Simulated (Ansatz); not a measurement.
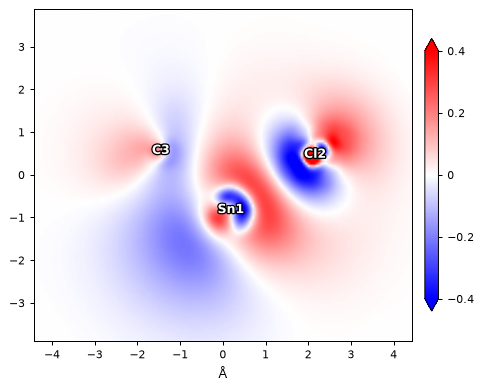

Figure 1: CH5ClSn. One frontier orbital on the plane of atoms Cl2, Sn1 and C3 (values in Å⁻³ᐟ²; the overall sign is arbitrary).

Core potentials replace the inner electrons of Sn.

These are results of RKS PBE0-D4/def2-SVP (Ansatz 0.2.0), not measurements.

```
atom    x (Å)    y (Å)    z (Å)
  Sn  -0.0068   0.0004  -0.0704
  Cl   0.0401  -0.0188   2.2951
   C   2.0344  -0.0014  -0.7136
   H   2.3999  -1.0341  -0.7978
   H   2.1196   0.4964  -1.6903
   H   2.6426   0.5394   0.0248
   H  -0.8473   1.4278  -0.5035
   H  -0.8635  -1.4098  -0.5271
```

**Which orbital is it: HOMO or LUMO?**

The LUMO, at −0.35 eV. It lies mainly on Sn1 (about 55 %) and Cl2 (about 25 %).
